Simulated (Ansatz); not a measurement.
**CH3ClFIn (SMILES [CH3][In]([F])[Cl]) at r2SCAN0/def2-SVP (core potential)**

What is the vertical ionisation energy of CH3ClFIn at r2SCAN0/def2-SVP (core potential)? 

Program for the calculation: Ansatz 0.2.0.

118 further runs of the same task are left out: 1 that didn't finish, 117 set aside as unsound or not needed. Runs told in other sessions of the task aren't counted.

## (1) The structure to begin with

The species is CH3ClFIn (7 atoms), meant as a singlet with charge 0. SMILES: `[CH3][In]([F])[Cl]`. The coordinates come from a PBE0-D4/def2-TZVP relaxation.

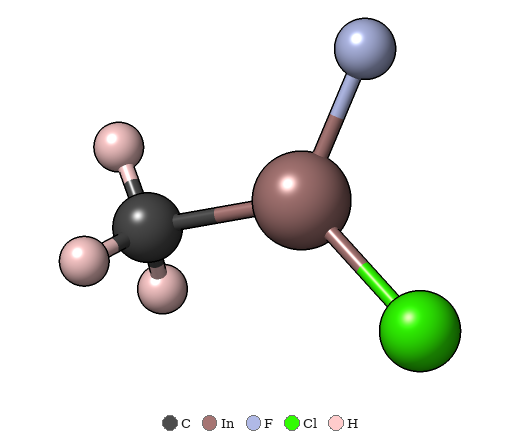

Viewed from a chosen angle; carbon dark grey, indium brown, fluorine light blue, chlorine green, hydrogen pink.

## (2) A single-point energy at r2SCAN0/def2-SVP (core potential)

molecule.yaml reads:

```yaml
crystal:
  periodic: [false, false, false]
  atoms:
    - {symbol: C, position_ang: [-0.390800, 0.951400, 0.427300]}
    - {symbol: In, position_ang: [0.391000, -0.846100, -0.384300]}
    - {symbol: F, position_ang: [2.306000, -1.125500, -0.600500]}
    - {symbol: Cl, position_ang: [-0.728400, -2.728700, -1.135500]}
    - {symbol: H, position_ang: [-1.112900, 1.373000, -0.270800]}
    - {symbol: H, position_ang: [-0.891300, 0.725700, 1.368500]}
    - {symbol: H, position_ang: [0.426300, 1.650400, 0.595200]}
basis:
  gaussian:
    orbitals: def2-SVP
hamiltonian:
  xc: {name: r2SCAN0}
accuracy: high
output: {orbitals: {seedname: orbitals}}
```

The run is started by

```console
$ ansatz run molecule.yaml --threads 1 --pin off --max-ram 3480MiB --events-out events.jsonl --progress --plain --runs-dir runs
```

Log:

```text
Warning: RAYON_NUM_THREADS=1 ignored (pool sized by the plan → 1); use --threads N
Functional definition: r2SCAN0
  name "r2SCAN0"
  parameter a = 0.25
  parameter k0 = 0.174
  parameter k1 = 0.065
  parameter a1 = 4.9479
  exchange = (1 - a)*r2scan_x(k0 = k0, k1 = k1, a1 = a1) + a*exact_x
  correlation = r2scan_c
1981 factors; integrals over basis functions are off by at most 3.3e-9 eV
mean field evaluation 1: about -21485.9384 eV, gradient 5.4e1 eV
mean field evaluation 2: about -21479.0211 eV, gradient 8.2e1 eV
mean field evaluation 4: about -21492.2139 eV, gradient 3.0e0 eV
mean field evaluation 8: about -21492.3462 eV, gradient 2.7e-1 eV
mean field evaluation 16: about -21492.3464 eV, gradient 1.3e-5 eV
mean field -21492.34639497 eV, -789.8291619796 hartree, gradient 3.7e-8 eV, S^2 0.000000; 0 other end points of the search recorded, 0 dependent functions left out
reference -21492.34639593 eV, -789.8291620148 hartree; 28, 28 occupied and 59, 59 virtual orbitals, 1981 factors
Total energy: -21492.34639593 eV, -789.8291620148 hartree
```

Run time: 15 s. Hardware: 1 thread of Arm Neoverse V2, shared host; peak memory 0.38 GiB.

## (3) The doublet cation, same level

input.yaml reads:

```yaml
crystal:
  periodic: [false, false, false]
  atoms:
    - symbol: C
      position_ang: [-0.390800, 0.951400, 0.427300]
    - symbol: In
      position_ang: [0.391000, -0.846100, -0.384300]
    - symbol: F
      position_ang: [2.306000, -1.125500, -0.600500]
    - symbol: Cl
      position_ang: [-0.728400, -2.728700, -1.135500]
    - symbol: H
      position_ang: [-1.112900, 1.373000, -0.270800]
    - symbol: H
      position_ang: [-0.891300, 0.725700, 1.368500]
    - symbol: H
      position_ang: [0.426300, 1.650400, 0.595200]
basis:
  gaussian: {orbitals: def2-SVP}
hamiltonian: {xc: {name: r2SCAN0}}
output: {orbitals: {seedname: orbitals}}
total_charge: 1
accuracy: high
magnetization: {spin_polarized: true, initial_magnetization: 1}
```

The run is started by

```console
$ ansatz run input.yaml --threads 1 --pin off --max-ram 3480MiB --events-out events.jsonl --progress --plain --runs-dir runs
```

Log:

```text
Warning: RAYON_NUM_THREADS=1 ignored (pool sized by the plan → 1); use --threads N
Functional definition: r2SCAN0
  name "r2SCAN0"
  parameter a = 0.25
  parameter k0 = 0.174
  parameter k1 = 0.065
  parameter a1 = 4.9479
  exchange = (1 - a)*r2scan_x(k0 = k0, k1 = k1, a1 = a1) + a*exact_x
  correlation = r2scan_c
1981 factors; integrals over basis functions are off by at most 3.3e-9 eV
mean field evaluation 1: about -21467.3245 eV, gradient 5.7e1 eV
mean field evaluation 2: about -21349.8913 eV, gradient 1.7e2 eV
mean field evaluation 4: about -21477.8890 eV, gradient 2.2e1 eV
mean field evaluation 8: about -21481.2880 eV, gradient 8.7e-1 eV
mean field evaluation 16: about -21481.4170 eV, gradient 1.7e-2 eV
mean field evaluation 32: about -21481.4170 eV, gradient 9.8e-6 eV
mean field evaluation 64: about -21481.1411 eV, gradient 2.6e0 eV
mean field -21481.41697797 eV, -789.4275133129 hartree, gradient 9.4e-8 eV, S^2 0.771860; 6 other end points of the search recorded, 0 dependent functions left out
reference -21481.41698232 eV, -789.4275134728 hartree; 28, 27 occupied and 59, 60 virtual orbitals, 1981 factors
Total energy: -21481.41698232 eV, -789.4275134728 hartree
```

Wall time 54 s (1 thread of Arm Neoverse V2, shared host); peak memory 0.64 GiB.

## (4) Summary of results

Level: r2SCAN0/def2-SVP (core potential).

```
                                          quantity          value
                    singlet CH3ClFIn: total energy  -789.82916 Eh
                     singlet CH3ClFIn: HOMO energy       -8.83 eV
                     singlet CH3ClFIn: LUMO energy       -1.27 eV
                   singlet CH3ClFIn: HOMO–LUMO gap        7.56 eV
                      doublet cation: total energy  -789.42751 Eh
doublet cation: HOMO energy (highest over α and β)      -14.98 eV
 doublet cation: LUMO energy (lowest over α and β)      -12.93 eV
                              doublet cation: ⟨S²⟩          0.772
vertical ionisation energy (to the doublet cation)      10.929 eV
```

In words: Removing an electron at fixed nuclei costs 10.93 eV (252 kcal/mol). −ε(HOMO) before ionisation, 8.83 eV, is 2.10 eV below this ionisation energy.
